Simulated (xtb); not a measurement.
## Geometry relaxation of Ge₂H₄S₂ (part 2 of 2)

The same run, continued: Ge₂H₄S₂ (cyclo-(H2GeS)2); GFN2-xTB (xtb 6.7.1). The geometry comes from this level: GFN2-xTB.

Geometry of the input (Å):
```
Ge 1.4297  0.0446  0.4016
H  2.1592  -1.0454  1.1754
H  2.3943  1.1850  0.1051
S  -0.4286  0.7402  1.4439
Ge -1.4295  -0.0443  -0.4020
H  -2.3913  -1.1866  -0.1032
H  -2.1631  1.0433  -1.1752
S  0.4293  -0.7369  -1.4455
```

The program's output, continued
```
          ...................................................
          :                      SETUP                      :
          :.................................................:
          :  # basis functions                  44          :
          :  # atomic orbitals                  40          :
          :  # shells                           16          :
          :  # electrons                        24          :
          :  max. iterations                   250          :
          :  Hamiltonian                  GFN2-xTB          :
          :  restarted?                      false          :
          :  GBSA solvation                  false          :
          :  PC potential                    false          :
          :  electronic temp.          300.0000000     K    :
          :  accuracy                    1.0000000          :
          :  -> integral cutoff          0.2500000E+02      :
          :  -> integral neglect         0.1000000E-07      :
          :  -> SCF convergence          0.1000000E-05 Eh   :
          :  -> wf. convergence          0.1000000E-03 e    :
          :  Broyden damping             0.4000000          :
          :  net charge                          0          :
          :  unpaired electrons                  0          :
          ...................................................

 iter      E             dE          RMSdq      gap      omega  full diag
   1    -12.5123776 -0.125124E+02  0.849E-06    4.00       0.0  T
   2    -12.5123776 -0.355271E-14  0.505E-06    4.00    7000.3  T
   3    -12.5123776 -0.166978E-12  0.303E-06    4.00   11657.9  T

   *** convergence criteria satisfied after 3 iterations ***

         #    Occupation            Energy/Eh            Energy/eV
      -------------------------------------------------------------
         1        2.0000           -0.7201938             -19.5975
       ...           ...                  ...                  ...
         6        2.0000           -0.4775917             -12.9959
         7        2.0000           -0.4735245             -12.8853
         8        2.0000           -0.4626442             -12.5892
         9        2.0000           -0.4443427             -12.0912
        10        2.0000           -0.4240835             -11.5399
        11        2.0000           -0.3993038             -10.8656
        12        2.0000           -0.3978135             -10.8251 (HOMO)
        13                         -0.2508235              -6.8253 (LUMO)
        14                         -0.2085485              -5.6749
        15                         -0.1861610              -5.0657
        16                         -0.1741546              -4.7390
        17                         -0.1388474              -3.7782
       ...                                ...                  ...
        40                          1.4106139              38.3848
      -------------------------------------------------------------
                  HL-Gap            0.1469901 Eh            3.9998 eV
             Fermi-level           -0.3243185 Eh           -8.8252 eV

 SCC (total)                   0 d,  0 h,  0 min,  0.007 sec
 SCC setup                      ...        0 min,  0.000 sec (  0.981%)
 Dispersion                     ...        0 min,  0.000 sec (  0.279%)
 classical contributions        ...        0 min,  0.000 sec (  0.119%)
 integral evaluation            ...        0 min,  0.002 sec ( 26.222%)
 iterations                     ...        0 min,  0.001 sec ( 20.444%)
 molecular gradient             ...        0 min,  0.003 sec ( 50.680%)
 printout                       ...        0 min,  0.000 sec (  1.108%)

         :::::::::::::::::::::::::::::::::::::::::::::::::::::
         ::                     SUMMARY                     ::
         :::::::::::::::::::::::::::::::::::::::::::::::::::::
         :: total energy             -12.476737708219 Eh    ::
         :: gradient norm              0.000062044043 Eh/a0 ::
         :: HOMO-LUMO gap              3.999803302205 eV    ::
         ::.................................................::
         :: SCC energy               -12.512373187459 Eh    ::
         :: -> isotropic ES           -0.002573001909 Eh    ::
         :: -> anisotropic ES          0.000885667032 Eh    ::
         :: -> anisotropic XC          0.005787294466 Eh    ::
         :: -> dispersion             -0.007584166541 Eh    ::
         :: repulsion energy           0.035635479240 Eh    ::
         :: add. restraining           0.000000000000 Eh    ::
         :: total charge              -0.000000000000 e     ::
         :::::::::::::::::::::::::::::::::::::::::::::::::::::

           -------------------------------------------------
          |                Numerical Hessian                |
           -------------------------------------------------
step length          :   0.00500
SCC accuracy         :   0.30000
Hessian scale factor :   1.00000
frozen atoms in %    :   0.00000    0
RMS gradient         :   0.00006
estimated CPU  time      0.01 min

writing file <hessian>.

 projected vibrational frequencies (cm⁻¹)
eigval :       -0.00    -0.00    -0.00     0.00     0.00     0.00
eigval :       73.64   171.83   298.86   344.09   388.19   391.74
eigval :      400.42   427.76   490.86   500.22   549.29   641.14
eigval :      790.46   792.74  1781.36  1785.95  1854.56  1856.43
           -------------------------------------------------
          |                Property Printout                |
           -------------------------------------------------

    * Orbital Energies and Occupations

         #    Occupation            Energy/Eh            Energy/eV
      -------------------------------------------------------------
         1        2.0000           -0.7201938             -19.5975
         2        2.0000           -0.7194877             -19.5783
         3        2.0000           -0.6657494             -18.1160
         4        2.0000           -0.6547361             -17.8163
         5        2.0000           -0.4809799             -13.0881
         6        2.0000           -0.4775917             -12.9959
         7        2.0000           -0.4735245             -12.8853
         8        2.0000           -0.4626442             -12.5892
         9        2.0000           -0.4443427             -12.0912
        10        2.0000           -0.4240835             -11.5399
        11        2.0000           -0.3993038             -10.8656
        12        2.0000           -0.3978135             -10.8251 (HOMO)
        13                         -0.2508235              -6.8253 (LUMO)
        14                         -0.2085485              -5.6749
        15                         -0.1861610              -5.0657
        16                         -0.1741546              -4.7390
        17                         -0.1388474              -3.7782
        18                         -0.1321949              -3.5972
        19                         -0.1245152              -3.3882
        20                         -0.1186096              -3.2275
        21                         -0.0499435              -1.3590
        22                         -0.0275975              -0.7510
        23                         -0.0132510              -0.3606
       ...                                ...                  ...
        40                          1.4106139              38.3848
      -------------------------------------------------------------
                  HL-Gap            0.1469901 Eh            3.9998 eV
             Fermi-level           -0.3243185 Eh           -8.8252 eV

     #   Z          covCN         q      C6AA      α(0)
     1  32 Ge       4.034     0.251   166.373    23.145
     2   1 H        0.932     0.012     2.857     2.643
     3   1 H        0.932     0.012     2.856     2.642
     4  16 S        1.777    -0.276   152.917    20.814
     5  32 Ge       4.034     0.251   166.372    23.145
     6   1 H        0.932     0.012     2.857     2.643
     7   1 H        0.932     0.012     2.856     2.643
     8  16 S        1.777    -0.275   152.911    20.814

 Mol. C6AA /au·bohr⁶  :       3275.388410
 Mol. C8AA /au·bohr⁸  :     196973.233298
 Mol. α(0) /au        :         98.489224

Wiberg/Mayer (AO) data.
largest (>0.10) Wiberg bond orders for each atom

 ---------------------------------------------------------------------------
     #   Z sym  total        # sym  WBO       # sym  WBO       # sym  WBO
 ---------------------------------------------------------------------------
     1  32 Ge   3.496 --     4 S    0.933     8 S    0.933     2 H    0.778
                             3 H    0.778
     2   1 H    0.999 --     1 Ge   0.778
     3   1 H    0.999 --     1 Ge   0.778
     4  16 S    2.267 --     1 Ge   0.933     5 Ge   0.933     8 S    0.129
     5  32 Ge   3.495 --     8 S    0.933     4 S    0.933     6 H    0.778
                             7 H    0.778
     6   1 H    0.999 --     5 Ge   0.778
     7   1 H    0.999 --     5 Ge   0.778
     8  16 S    2.267 --     5 Ge   0.933     1 Ge   0.933     4 S    0.129
 ---------------------------------------------------------------------------

Topologies differ in total number of bonds
Writing topology from bond orders to xtbtopo.mol

molecular dipole:
                 x           y           z       tot (Debye)
 q only:        0.000      -0.002       0.000
   full:        0.000      -0.002       0.000       0.005
molecular quadrupole (traceless):
                xx          xy          yy          xz          yz          zz
 q only:        6.475       1.181      -1.107       3.734      -3.242      -5.368
  q+dip:        4.471       1.865       2.299       3.659      -6.278      -6.770
Molecule has the following symmetry elements: (i) 3*(C2) 3*(sigma)
It seems to be the D2h point group
   full:        7.118       1.462      -0.739       4.275      -4.196      -6.380

           -------------------------------------------------
          |                Geometry Summary                 |
           -------------------------------------------------

      molecular mass/u    :      213.4164381
   center of mass at/Å    :        0.0001622       0.0005857      -0.0003667
  moments of inertia/u·Å² :        0.1868528E+03   0.3494129E+03   0.5238180E+03
rotational constants/cm⁻¹ :        0.9021878E-01   0.4824559E-01   0.3218223E-01

 * 8 selected distances

     #   Z          #   Z                                           value/Å
     1  32 Ge       2   1 H                                       1.5228313
     1  32 Ge       3   1 H                                       1.5227791 (min)
     1  32 Ge       4  16 S                                       2.2413722
     4  16 S        5  32 Ge                                      2.2414844 (max)
     5  32 Ge       6   1 H                                       1.5228423
     5  32 Ge       7   1 H                                       1.5228223
     1  32 Ge       8  16 S                                       2.2413445
     5  32 Ge       8  16 S                                       2.2414103

 * 2 distinct bonds (by element types)

   Z      Z             #   av. dist./Å        max./Å        min./Å
   1 H   32 Ge          4     1.5228188     1.5228423     1.5227791
  16 S   32 Ge          4     2.2414028     2.2414844     2.2413445

           -------------------------------------------------
          |               Frequency Printout                |
           -------------------------------------------------
 projected vibrational frequencies (cm⁻¹)
eigval :       -0.00    -0.00    -0.00     0.00     0.00     0.00
eigval :       73.64   171.83   298.86   344.09   388.19   391.74
eigval :      400.42   427.76   490.86   500.22   549.29   641.14
eigval :      790.46   792.74  1781.36  1785.95  1854.56  1856.43
 reduced masses (amu)
   1: 54.79   2: 48.42   3: 50.10   4: 54.14   5: 65.09   6: 58.03   7: 38.37   8: 64.57
   9: 46.41  10: 44.11  11: 40.72  12:  5.66  13: 38.44  14:  6.93  15:  2.04  16:  1.01
  17:  3.74  18:  5.90  19:  2.13  20:  1.92  21:  1.59  22:  1.56  23:  2.32  24:  2.26
 IR intensities (km·mol⁻¹)
   1:  0.00   2:  0.00   3:  0.00   4:  0.00   5:  0.00   6:  0.00   7:  9.59   8:  0.00
   9:  0.00  10: 72.16  11: 14.46  12:  0.00  13:  0.00  14: 91.72  15:  0.00  16:  0.00
  17:  0.00  18:625.83  19:  1.12  20:662.37  21:411.12  22:  0.08  23:927.78  24:  2.10
 Raman intensities (Ä⁴*amu⁻¹)
   1:  0.00   2:  0.00   3:  0.00   4:  0.00   5:  0.00   6:  0.00   7:  0.00   8:  0.00
   9:  0.00  10:  0.00  11:  0.00  12:  0.00  13:  0.00  14:  0.00  15:  0.00  16:  0.00
  17:  0.00  18:  0.00  19:  0.00  20:  0.00  21:  0.00  22:  0.00  23:  0.00  24:  0.00
 output can be read by thermo (or use thermo option).
 writing <g98.out> molden fake output.
 recommended (thermochemical) frequency scaling factor: 1.0
           -------------------------------------------------
          |             Thermodynamic Functions             |
           -------------------------------------------------

d2h symmetry found (for desy threshold:  0.10E+00) used in thermo

          ...................................................
          :                      SETUP                      :
          :.................................................:
          :  # frequencies                          18      :
          :  # imaginary freq.                       0      :
          :  linear?                             false      :
          :  only rotor calc.                    false      :
          :  symmetry                              d2h      :
          :  rotational number                       4      :
          :  scaling factor                  1.0000000      :
          :  rotor cutoff                   50.0000000 cm⁻¹ :
          :  imag. cutoff                  -20.0000000 cm⁻¹ :
          :.................................................:

    mode    ω/cm⁻¹     T·S(HO)/kcal·mol⁻¹    T·S(FR)/kcal·mol⁻¹   T·S(vib)
   ------------------------------------------------------------------------
       1     73.64    -1.20862 ( 82.47%)    -0.94168 ( 17.53%)    -1.16182
       2    171.83    -0.72016 ( 99.29%)    -0.69077 (  0.71%)    -0.71995
       3    298.86    -0.42436 ( 99.92%)    -0.52684 (  0.08%)    -0.42444
   ------------------------------------------------------------------------

   temp. (K)  partition function   enthalpy   heat capacity  entropy
                                   cal/mol     cal/K/mol   cal/K/mol   J/K/mol
 298.15  VIB   25.5                 2738.130     18.823     15.466
         ROT  0.112E+06              888.752      2.981     26.080
         INT  0.285E+07             3626.882     21.804     41.546
         TR   0.302E+28             1481.254      4.968     41.959
         TOT                        5108.1363    26.7718    83.5047   349.3837

       T/K    H(0)-H(T)+PV         H(T)/Eh          T*S/Eh         G(T)/Eh
   ------------------------------------------------------------------------
    298.15    0.814033E-02    0.389857E-01    0.396758E-01   -0.690115E-03
   ------------------------------------------------------------------------

         :::::::::::::::::::::::::::::::::::::::::::::::::::::
         ::                  THERMODYNAMIC                  ::
         :::::::::::::::::::::::::::::::::::::::::::::::::::::
         :: total free energy         -12.477427823714 Eh   ::
         ::.................................................::
         :: total energy              -12.476737708219 Eh   ::
         :: zero point energy           0.030845329007 Eh   ::
         :: G(RRHO) w/o ZPVE           -0.031535444502 Eh   ::
         :: G(RRHO) contrib.           -0.000690115495 Eh   ::
         :::::::::::::::::::::::::::::::::::::::::::::::::::::

optimized geometry written to: xtbopt.xyz

           -------------------------------------------------
          | TOTAL ENERGY              -12.476737708219 Eh   |
          | TOTAL ENTHALPY            -12.437752045784 Eh   |
          | TOTAL FREE ENERGY         -12.477427823714 Eh   |
          | GRADIENT NORM               0.000062047234 Eh/α |
          | HOMO-LUMO GAP               3.999803320561 eV   |
           -------------------------------------------------

------------------------------------------------------------------------
------------------------------------------------------------------------
 total:
 *  cpu-time:     0 d,  0 h,  0 min,  0.469 sec
 * ratio c/w:     1.000 speedup
 SCF:
 *  cpu-time:     0 d,  0 h,  0 min,  0.011 sec
 * ratio c/w:     1.000 speedup
 ANC optimizer:
 *  cpu-time:     0 d,  0 h,  0 min,  0.015 sec
 * ratio c/w:     1.000 speedup
 analytical hessian:
 *  cpu-time:     0 d,  0 h,  0 min,  0.431 sec
 * ratio c/w:     1.000 speedup
```

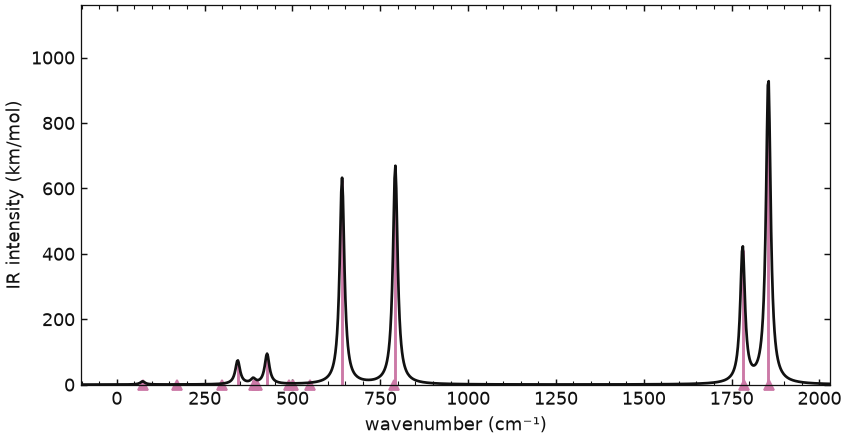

Fig. 1: Harmonic infrared spectrum, unscaled: sticks (degenerate modes added up, dark ones marked on the axis) with a Lorentzian envelope of 16 cm⁻¹ full width, scaled to the tallest stick. 18 modes from 74 to 1856 cm⁻¹, none imaginary. The strongest line is at 1855 cm⁻¹ (928 km/mol).

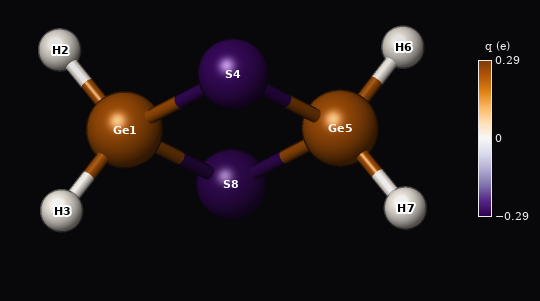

Fig. 2: Mulliken charges, as the colour of each atom (ball-and-stick view, seen at a tilt; atoms are numbered from 1 in the order of the input). By element: Ge +0.25, H +0.01 and S −0.28 e.

Results in brief

- outcome: converged
- electrons treated: 24
- total energy: −12.476738 hartree
- dispersion energy: −0.007584 hartree
- basis functions: 44
- HOMO: −10.83 eV
- LUMO: −6.83 eV
- zero-point energy: 0.030845 hartree
- dipole moment: 0.01 D
- wavenumbers, lowest and highest: 74 and 1856 cm⁻¹
- peak memory: 0.069 GiB
